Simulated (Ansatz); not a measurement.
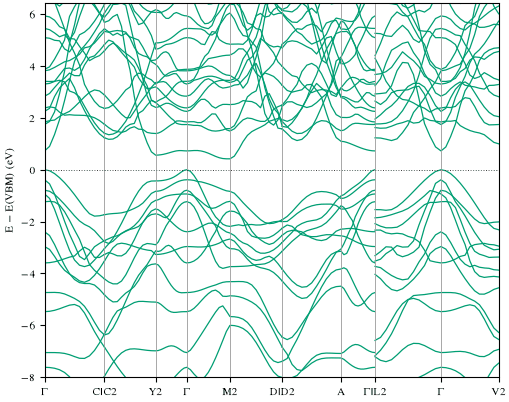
Figure: Band structure from plane-wave PAW r²SCAN (Ansatz code)

The gap is 0.42 eV; an edge lies off the plotted path or next to a special point (maximum at Γ, minimum on the Γ–M2 line, 96 % of the way from Γ).

The material is Si in space group C2/m (No. 12; Si on 4i, Si on 4i, Si on 4i, Si on 4i).

The first step of the workflow began from a Materials Project structure, measured or hypothetical; the Crystallography Open Database copy checked does not list it. It is not the phase usual at ambient conditions (space group No. 227). The r²SCAN relaxation kept the symmetry of its start; of distortions, only those at the zone centre were tested.

Potentials: the later of the program's two PAW sets.
